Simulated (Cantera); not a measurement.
Charge: 1 mol Fe₂O₃, a varied amount of SO₃, 5.3 mol CO₂, equilibrated at 1498.15 K and 50000 Pa.

Equilibrium computed with Cantera from the NASA thermochemical tables; the gas is ideal and each condensed phase is pure. Candidate condensed phases: C, Fe, Fe(CO)₅, FeO, FeS, FeSO₄, FeS₂, Fe₂O₃, Fe₂(SO₄)₃, Fe₃O₄, S; 25 gas species. Equilibrium is a limit: real reactors are often held back by kinetics, nucleation or transport.

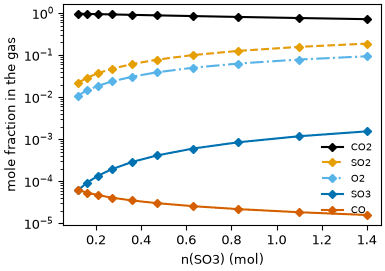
Equilibrium gas composition (values under 1e-9 drawn at 1e-9)

Read off the mole fractions at 0.36 mol SO₃.

CO₂ about 0.91, SO₂ about 0.061, O₂ about 0.031, SO₃ about 0.00029, CO about 3.5e-5.
